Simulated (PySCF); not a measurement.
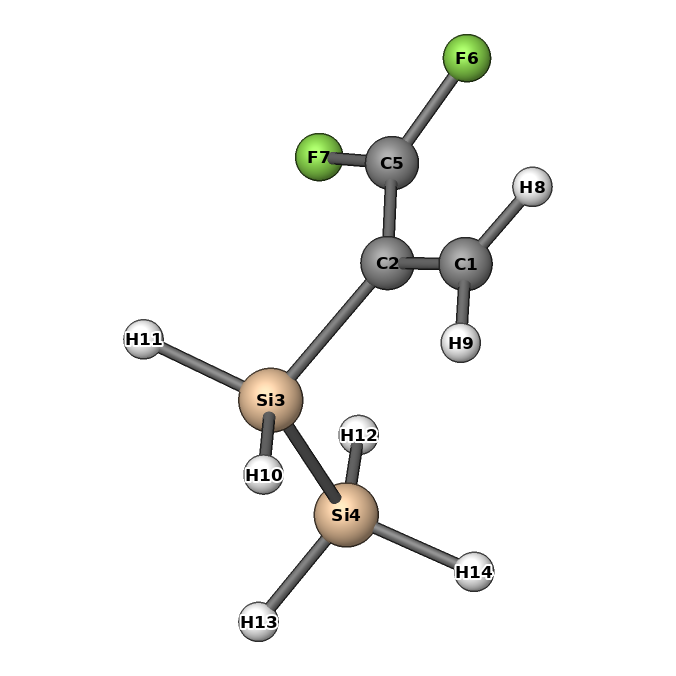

The questions are on Mulliken spin populations. State: neutral, doublet. Computed geometry: GFN2-xTB optimisation. No frequency run is at hand to confirm it as a minimum. Level of theory: UKS B3LYP, pcH-1 on C F H Si, non-relativistic (PySCF 2.14.0).

> Which atom carries the largest spin population?

C1 (0.72 e).

> Which atom has the lowest spin population?

C2 (−0.24 e); a negative value comes from spin polarisation.

Give the Mulliken spin populations atom by atom.

```csv
atom,value (e)
C1,0.72
C2,−0.24
Si3,0.01
Si4,0.00
C5,0.51
F6,0.03
F7,0.03
H8,−0.03
H9,−0.03
H10,0.00
H11,0.00
H12,0.00
H13,0.00
H14,0.00
```

Mulliken values depend strongly on the basis set. The geometry is semi-empirical. Around Si such bond lengths and angles can be off by a tenth of an ångström or more and by several degrees, and values that hang on the shape move with them.
